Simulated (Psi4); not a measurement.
**Molecular dynamics of BPH5 (charge −1) (part 1 of 2)**

BPH5, charge −1, SMILES [BH3-]P, computed with SVWN-RPA/6-311G**, RKS (Psi4 1.11).

The geometry comes from this level: GFN2-xTB (4 decimals).

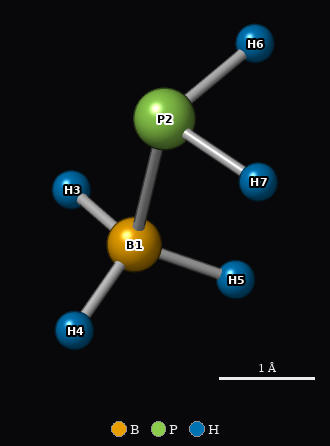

Figure 1. The structure as given in the input (ball-and-stick view, seen at a tilt; atoms are numbered from 1 in the order of the input). Bond lengths as drawn: B–H 1.21 Å, B–P 1.99 Å and H–P 1.38 to 1.39 Å.

The input (run_ase.py):
```python
import numpy as np
from ase.calculators.psi4 import Psi4
from ase.io import read
from ase import units
from ase.md.velocitydistribution import MaxwellBoltzmannDistribution, Stationary
from ase.md.verlet import VelocityVerlet

atoms = read('bh5p.sdf')
calc = Psi4(atoms=atoms, method='svwn', basis='6-311G**', memory='1600MB', num_threads=1, charge=-1, multiplicity=1, label='psi4-calc')
atoms.calc = calc

MaxwellBoltzmannDistribution(atoms, temperature_K=600.0, rng=np.random.default_rng(573))
Stationary(atoms)
dyn = VelocityVerlet(atoms, 0.5 * units.fs)
def show():
    ep, ek = atoms.get_potential_energy(), atoms.get_kinetic_energy()
    print(f'step {dyn.nsteps:3d}  Epot {ep:14.6f}  Ekin {ek:9.6f}  Etot {ep + ek:14.6f} eV  T {atoms.get_temperature():7.1f} K')
dyn.attach(show)
dyn.run(25)
```

File bh5p.sdf:
```

     RDKit          3D

  7  6  0  0  0  0  0  0  0  0999 V2000
   -0.5061   -0.5199   -0.3638 B   0  0  0  0  0  0  0  0  0  0  0  0
    0.6975    0.3002    0.9953 P   0  0  0  0  0  0  0  0  0  0  0  0
   -1.5844   -0.6442    0.1744 H   0  0  0  0  0  0  0  0  0  0  0  0
   -0.0274   -1.6012   -0.6273 H   0  0  0  0  0  0  0  0  0  0  0  0
   -0.5575    0.2056   -1.3303 H   0  0  0  0  0  0  0  0  0  0  0  0
    0.2191    1.5995    0.9711 H   0  0  0  0  0  0  0  0  0  0  0  0
    1.7588    0.6600    0.1807 H   0  0  0  0  0  0  0  0  0  0  0  0
  2  1  1  0
  3  1  1  0
  4  1  1  0
  5  1  1  0
  6  2  1  0
  7  2  1  0
M  CHG  1   1  -1
M  END
$$$$
```

Machine: 1 thread of AMD EPYC (Zen 5), 16 GiB of memory available, shared host.

Launched with:
```bash
python run_ase.py
```

What the program printed:
```
gradient() will perform analytic gradient computation.

   => Loading Basis Set <=

    Name: 6-311G**
    Role: ORBITAL
    Keyword: BASIS

         ---------------------------------------------------------
                                   SCF
                              RKS Reference
                        1 Threads,   1525 MiB Core
         ---------------------------------------------------------

  ==> Geometry <==

    Molecular point group: c1
    Full point group: C1

    Geometry (in Angstrom), charge = -1, multiplicity = 1:

       Center              X                  Y                   Z               Mass
    ------------   -----------------  -----------------  -----------------  -----------------
         B           -0.824792263924    -0.560272682673    -0.861831656038    11.009305360000
         P            0.341106086239     0.209161514363     0.417499713761    30.973761998420
         H           -1.955031911890    -0.652018773984    -0.451245931659     1.007825032230
         H           -0.373826530882    -1.693998086292    -1.074662163329     1.007825032230
         H           -0.846873097212     0.017492559278    -1.879029698695     1.007825032230
         H            0.208786667394     1.642507682037     0.410547920785     1.007825032230
         H            1.493525586729     0.378120003219    -0.422243757043     1.007825032230

  Running in c1 symmetry.

  Rotational constants: A =      2.23251  B =      0.38330  C =      0.37996 [cm^-1]
  Rotational constants: A =  66929.06827  B =  11491.03611  C =  11390.90281 [MHz]
  Nuclear repulsion =   51.933421511569904

  Charge       = -1
  Multiplicity = 1
  Electrons    = 26
  Nalpha       = 13
  Nbeta        = 13

  ==> Algorithm <==

  SCF Algorithm Type is DF.
  DIIS enabled.
  MOM disabled.
  Fractional occupation disabled.
  Guess Type is SAD.
  Energy threshold   = 1.00e-08
  Density threshold  = 1.00e-08
  Integral threshold = 1.00e-12

  ==> Primary Basis <==

  Basis Set: 6-311G**
    Blend: 6-311G**
    Number of shells: 40
    Number of basis functions: 74
    Number of Cartesian functions: 76
    Spherical Harmonics?: true
    Max angular momentum: 2

  ==> DFT Potential <==

   => LibXC <=

    Version 7.1.2

   => Composite Functional: SVWN <=

    Slater exchange
    Vosko, Wilk & Nusair (VWN5_RPA)

    Deriv               =              1
    GGA                 =          FALSE
    Meta                =          FALSE

    Exchange Hybrid     =          FALSE
    MP2 Hybrid          =          FALSE

   => Exchange Functionals <=

    1.0000         XC_LDA_X

   => Correlation Functionals <=

    1.0000   XC_LDA_C_VWN_RPA

   => LibXC Density Thresholds  <==

    XC_LDA_C_VWN_RPA:  1.00E-15
    XC_LDA_X:  1.00E-15

   => Molecular Quadrature <=

    Radial Scheme          =       TREUTLER
    Pruning Scheme         =           NONE
    Nuclear Scheme         =       TREUTLER

    Blocking Scheme        =         OCTREE
    BS radius alpha        =              1
    Pruning alpha          =              1
    Radial Points          =             75
    Spherical Points       =            302
    Total Points           =         152270
    Total Blocks           =           1186
    Max Points             =            256
    Max Functions          =             74
    Weights Tolerance      =       1.00E-15

   => Loading Basis Set <=

    Name: (6-311G** AUX)
    Role: JKFIT
    Keyword: DF_BASIS_SCF

  ==> Integral Setup <==

  DFHelper Memory: AOs need 0.016 GiB; user supplied 1.050 GiB.
  SCF_SUBTYPE=INCORE selected. In-core MEM_DF algorithm will be used.
  Using in-core AOs.

  ==> MemDFJK: Density-Fitted J/K Matrices <==

    J tasked:                   Yes
    K tasked:                    No
    wK tasked:                   No
    Memory [MiB]:              1074
    Algorithm:                 Core
    Schwarz Cutoff:           1E-12
    Mask sparsity (%):       0.0730
    Fitting Condition:        1E-10

   => Auxiliary Basis Set <=

  Basis Set: (6-311G** AUX)
    Blend: CC-PVTZ-JKFIT
    Number of shells: 112
    Number of basis functions: 350
    Number of Cartesian functions: 416
    Spherical Harmonics?: true
    Max angular momentum: 4

  Cached 100.0% of DFT collocation blocks in 0.068 [GiB].

  Minimum eigenvalue in the overlap matrix is 6.2508918671E-03.
  Reciprocal condition number of the overlap matrix is 1.0650569920E-03.
    Using symmetric orthogonalization.

  ==> Pre-Iterations <==

  SCF Guess: Superposition of Atomic Densities via on-the-fly atomic UHF (no occupation information).

   -------------------------
    Irrep   Nso     Nmo
   -------------------------
     A         74      74
   -------------------------
    Total      74      74
   -------------------------

  ==> Iterations <==

                           Total Energy        Delta E     RMS |[F,P]|

   @DF-RKS iter SAD:  -367.67687917411928   -3.67677e+02   0.00000e+00
   @DF-RKS iter   1:  -367.64667069441299    3.02085e-02   1.23241e-02 ADIIS/DIIS
   @DF-RKS iter   2:  -366.78933040791225    8.57340e-01   1.72935e-02 ADIIS/DIIS
   @DF-RKS iter   3:  -368.14007245598208   -1.35074e+00   1.77894e-03 ADIIS/DIIS
   @DF-RKS iter   4:  -368.15097754226827   -1.09051e-02   9.17080e-04 ADIIS/DIIS
   @DF-RKS iter   5:  -368.15434130661112   -3.36376e-03   2.59859e-04 ADIIS/DIIS
   @DF-RKS iter   6:  -368.15455452223995   -2.13216e-04   5.81928e-05 DIIS
   @DF-RKS iter   7:  -368.15456554886748   -1.10266e-05   1.62621e-05 DIIS
   @DF-RKS iter   8:  -368.15456643232898   -8.83461e-07   4.12306e-06 DIIS
   @DF-RKS iter   9:  -368.15456649727503   -6.49461e-08   5.16081e-07 DIIS
   @DF-RKS iter  10:  -368.15456649821340   -9.38371e-10   2.28378e-07 DIIS
   @DF-RKS iter  11:  -368.15456649844072   -2.27317e-10   3.53373e-08 DIIS
   @DF-RKS iter  12:  -368.15456649844577   -5.05906e-12   8.53116e-09 DIIS
  Energy and wave function converged.

  ==> Post-Iterations <==

   Electrons on quadrature grid:
      Ntotal   =   26.0000163468 ; deviation = 1.635e-05

    Orbital Energies [Eh]
    ---------------------

    Doubly Occupied:

       1A    -75.781828     2A     -6.163309     3A     -6.064441
       4A     -4.313632     5A     -4.311624     6A     -4.306404
       7A     -0.392644     8A     -0.244146     9A     -0.158243
      10A     -0.120108    11A     -0.072728    12A     -0.071192
      13A     -0.018302

    Virtual:

      14A      0.165146    15A      0.172420    16A      0.191694
      17A      0.240305    18A      0.244495    19A      0.263593
      20A      0.300908    21A      0.314064    22A      0.338674
      23A      0.385709    24A      0.390226    25A      0.467082
      26A      0.491275    27A      0.509159    28A      0.629089
      29A      0.643067    30A      0.654755    31A      0.726036
      32A      0.735590    33A      0.740921    34A      0.756799
      35A      0.847267    36A      0.968547    37A      0.986006
      38A      1.066258    39A      1.096017    40A      1.274162
      41A      1.282698    42A      1.426309    43A      1.454689
      44A      1.506522    45A      1.535073    46A      1.547451
      47A      1.571337    48A      1.656956    49A      1.697453
      50A      1.759009    51A      1.776534    52A      1.820028
      53A      1.953127    54A      2.072980    55A      2.103390
      56A      2.139578    57A      2.176475    58A      2.207121
      59A      2.234593    60A      2.262964    61A      2.595834
      62A      2.628576    63A      2.658169    64A      2.688263
      65A      2.697475    66A      2.814659    67A      2.848606
      68A      2.959750    69A      7.082033    70A     13.800296
      71A     13.814161    72A     13.879819    73A     14.726260
      74A    163.101094

    Final Occupation by Irrep:
              A
    DOCC [    13 ]
    NA   [    13 ]
    NB   [    13 ]

  @DF-RKS Final Energy:  -368.15456649844577

   => Energetics <=

    Nuclear Repulsion Energy =             51.9334215115699038
    One-Electron Energy =                -616.7976299982345836
    Two-Electron Energy =                 224.9231277859553870
    DFT Exchange-Correlation Energy =     -28.2134857977365030
    Empirical Dispersion Energy =           0.0000000000000000
    VV10 Nonlocal Energy =                  0.0000000000000000
    Total Energy =                       -368.1545664984457744

Computation Completed

Properties will be evaluated at   0.000000,   0.000000,   0.000000 [a0]

Properties computed using the SCF density matrix

 Multipole Moments:

 ------------------------------------------------------------------------------------
     Multipole            Electronic (a.u.)      Nuclear  (a.u.)        Total (a.u.)
 ------------------------------------------------------------------------------------

 L = 1.  Multiply by 2.5417464519 to convert [e a0] to [Debye]
 Dipole X            :          1.6106156           -0.9085601            0.7020555
 Dipole Y            :          0.6252535            0.0532198            0.6784733
 Dipole Z            :          3.3093496           -2.7652291            0.5441205
 Magnitude           :                                                    1.1177097

 ------------------------------------------------------------------------------------

	total time  =          2 seconds =       0.03 minutes

         ------------------------------------------------------------
                                   SCF GRAD
         ------------------------------------------------------------

  ==> Geometry <==

    Molecular point group: c1
    Full point group: C1

    Geometry (in Angstrom), charge = -1, multiplicity = 1:

       Center              X                  Y                   Z               Mass
    ------------   -----------------  -----------------  -----------------  -----------------
         B           -0.824792263924    -0.560272682673    -0.861831656038    11.009305360000
         P            0.341106086239     0.209161514363     0.417499713761    30.973761998420
         H           -1.955031911890    -0.652018773984    -0.451245931659     1.007825032230
         H           -0.373826530882    -1.693998086292    -1.074662163329     1.007825032230
         H           -0.846873097212     0.017492559278    -1.879029698695     1.007825032230
         H            0.208786667394     1.642507682037     0.410547920785     1.007825032230
         H            1.493525586729     0.378120003219    -0.422243757043     1.007825032230

  Nuclear repulsion =   51.933421511569904

  ==> Basis Set <==

  Basis Set: 6-311G**
    Blend: 6-311G**
    Number of shells: 40
    Number of basis functions: 74
    Number of Cartesian functions: 76
    Spherical Harmonics?: true
    Max angular momentum: 2

  ==> DFJKGrad: Density-Fitted SCF Gradients <==

    Gradient:                    1
    J tasked:                  Yes
    K tasked:                   No
    wK tasked:                  No
    Integrals threads:           1
    Memory [MiB]:             1144
    Schwarz Cutoff:          1E-12
    Fitting Condition:       1E-10

   => Auxiliary Basis Set <=

  Basis Set: (6-311G** AUX)
    Blend: CC-PVTZ-JKFIT
    Number of shells: 112
    Number of basis functions: 350
    Number of Cartesian functions: 416
    Spherical Harmonics?: true
    Max angular momentum: 4

  ==> DFT Potential <==

   => LibXC <=

    Version 7.1.2

   => Composite Functional: SVWN <=

    Slater exchange
    Vosko, Wilk & Nusair (VWN5_RPA)

    Deriv               =              1
    GGA                 =          FALSE
    Meta                =          FALSE

    Exchange Hybrid     =          FALSE
    MP2 Hybrid          =          FALSE

   => Exchange Functionals <=

    1.0000         XC_LDA_X

   => Correlation Functionals <=

    1.0000   XC_LDA_C_VWN_RPA

   => LibXC Density Thresholds  <==

    XC_LDA_C_VWN_RPA:  1.00E-15
    XC_LDA_X:  1.00E-15

   => Molecular Quadrature <=

    Radial Scheme          =       TREUTLER
    Pruning Scheme         =           NONE
    Nuclear Scheme         =       TREUTLER

    Blocking Scheme        =         OCTREE
    BS radius alpha        =              1
    Pruning alpha          =              1
    Radial Points          =             75
    Spherical Points       =            302
    Total Points           =         152270
    Total Blocks           =           1186
    Max Points             =            256
    Max Functions          =             74
    Weights Tolerance      =       1.00E-15

  -Total Gradient:
     Atom            X                  Y                   Z
    ------   -----------------  -----------------  -----------------
       1        0.007621459833     0.016139111125     0.002672523039
       2       -0.016946720221    -0.001583901239    -0.014881946540
       3        0.007089377881     0.001475544003    -0.006955291868
       4        0.000132262645    -0.002143397308    -0.003757830664
       5       -0.000128202711    -0.012793358506     0.022059264794
       6        0.007341189317    -0.003254771616     0.001472722904
       7       -0.005115613586     0.002162933977    -0.000612267002

	total time  =          0 seconds =       0.00 minutes
```

Standard output:
```
step   0  Epot  -10018.041471  Ekin  0.250079  Etot  -10017.791392 eV  T   276.4 K
step   1  Epot  -10018.037984  Ekin  0.246684  Etot  -10017.791300 eV  T   272.6 K
step   2  Epot  -10018.037519  Ekin  0.246239  Etot  -10017.791280 eV  T   272.1 K
step   3  Epot  -10018.040079  Ekin  0.248718  Etot  -10017.791361 eV  T   274.9 K
step   4  Epot  -10018.044375  Ekin  0.252817  Etot  -10017.791558 eV  T   279.4 K
step   5  Epot  -10018.048124  Ekin  0.256416  Etot  -10017.791707 eV  T   283.4 K
step   6  Epot  -10018.048968  Ekin  0.257295  Etot  -10017.791673 eV  T   284.4 K
step   7  Epot  -10018.045446  Ekin  0.253781  Etot  -10017.791665 eV  T   280.5 K
step   8  Epot  -10018.036806  Ekin  0.245170  Etot  -10017.791635 eV  T   271.0 K
step   9  Epot  -10018.023379  Ekin  0.231833  Etot  -10017.791546 eV  T   256.2 K
step  10  Epot  -10018.006444  Ekin  0.215019  Etot  -10017.791425 eV  T   237.6 K
step  11  Epot  -10017.987864  Ekin  0.196519  Etot  -10017.791345 eV  T   217.2 K
step  12  Epot  -10017.969600  Ekin  0.178269  Etot  -10017.791330 eV  T   197.0 K
step  13  Epot  -10017.953297  Ekin  0.161994  Etot  -10017.791303 eV  T   179.0 K
step  14  Epot  -10017.940218  Ekin  0.148954  Etot  -10017.791264 eV  T   164.6 K
step  15  Epot  -10017.931074  Ekin  0.139827  Etot  -10017.791248 eV  T   154.5 K
step  16  Epot  -10017.925981  Ekin  0.134720  Etot  -10017.791261 eV  T   148.9 K
step  17  Epot  -10017.924624  Ekin  0.133333  Etot  -10017.791291 eV  T   147.4 K
step  18  Epot  -10017.926506  Ekin  0.135186  Etot  -10017.791320 eV  T   149.4 K
step  19  Epot  -10017.931193  Ekin  0.139855  Etot  -10017.791338 eV  T   154.6 K
step  20  Epot  -10017.938442  Ekin  0.147092  Etot  -10017.791350 eV  T   162.6 K
step  21  Epot  -10017.948119  Ekin  0.156747  Etot  -10017.791373 eV  T   173.2 K
step  22  Epot  -10017.959921  Ekin  0.168488  Etot  -10017.791433 eV  T   186.2 K
step  23  Epot  -10017.972999  Ekin  0.181453  Etot  -10017.791546 eV  T   200.5 K
step  24  Epot  -10017.985757  Ekin  0.194055  Etot  -10017.791702 eV  T   214.5 K
step  25  Epot  -10017.996026  Ekin  0.204166  Etot  -10017.791860 eV  T   225.6 K
```
